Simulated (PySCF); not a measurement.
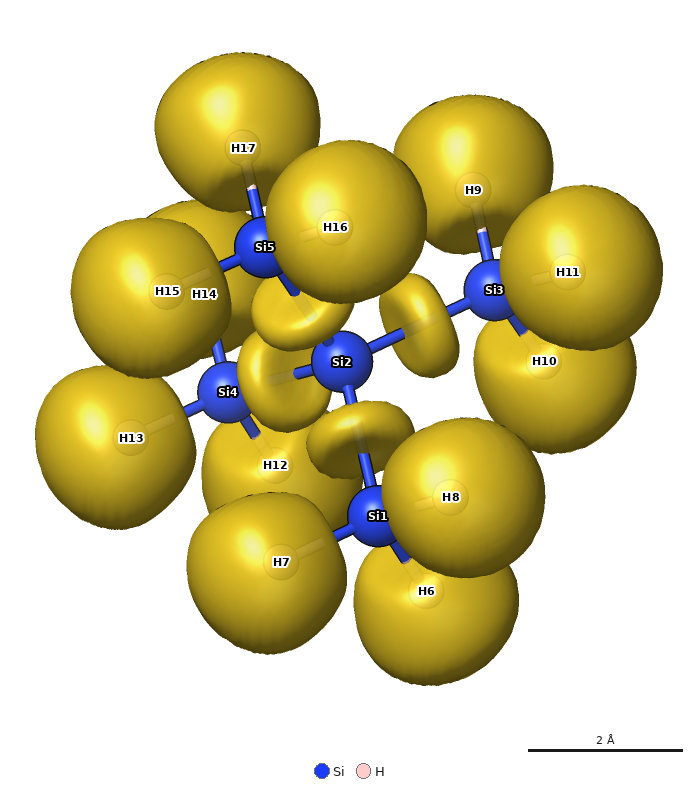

The picture shows: H₁₂Si₅ (SMILES [SiH3][Si]([SiH3])([SiH3])[SiH3]). Isosurface of the ELF at 0.85 (yellow), seen at a tilt. Only the valence region is drawn (cores and ρ < 0.01 e/Å³ removed).

Geometry: PBE0-D3(BJ)/def2-SVP.

These are results of PySCF 2.14.0, PBE0/pcSseg-1, SCF density, gas phase, non-relativistic, not measurements.

```yaml
atoms:
  - { symbol: Si, position_ang: [-0.2051, -1.0250, -2.0945] }
  - { symbol: Si, position_ang: [-0.0092, 0.0087, -0.0012] }
  - { symbol: Si, position_ang: [-0.1314, 2.3333, -0.2594] }
  - { symbol: Si, position_ang: [-1.7286, -0.7353, 1.4047] }
  - { symbol: Si, position_ang: [2.0518, -0.5632, 0.9558] }
  - { symbol: H, position_ang: [-1.5219, -0.6845, -2.7166] }
  - { symbol: H, position_ang: [-0.1134, -2.5103, -1.9433] }
  - { symbol: H, position_ang: [0.8912, -0.5607, -2.9999] }
  - { symbol: H, position_ang: [0.0276, 3.0078, 1.0660] }
  - { symbol: H, position_ang: [-1.4537, 2.7187, -0.8425] }
  - { symbol: H, position_ang: [0.9562, 2.8013, -1.1735] }
  - { symbol: H, position_ang: [-3.0619, -0.3899, 0.8215] }
  - { symbol: H, position_ang: [-1.6439, -2.2194, 1.5720] }
  - { symbol: H, position_ang: [-1.6086, -0.0910, 2.7491] }
  - { symbol: H, position_ang: [2.1346, -2.0447, 1.1446] }
  - { symbol: H, position_ang: [3.1746, -0.1249, 0.0704] }
  - { symbol: H, position_ang: [2.1992, 0.1024, 2.2873] }
```

> What do the ELF domains correspond to?

The surface consists of four regions between bonded Si–Si atoms (shared pairs) and twelve regions around hydrogen nuclei. Along the contacts the grid gives the following. Si–Si (2.34 Å): the ELF peaks at about 1 between the atoms, as expected for a shared electron pair. Si–H (1.50 Å): the ELF climbs to about 1 towards the hydrogen, as it does in any bond to H.
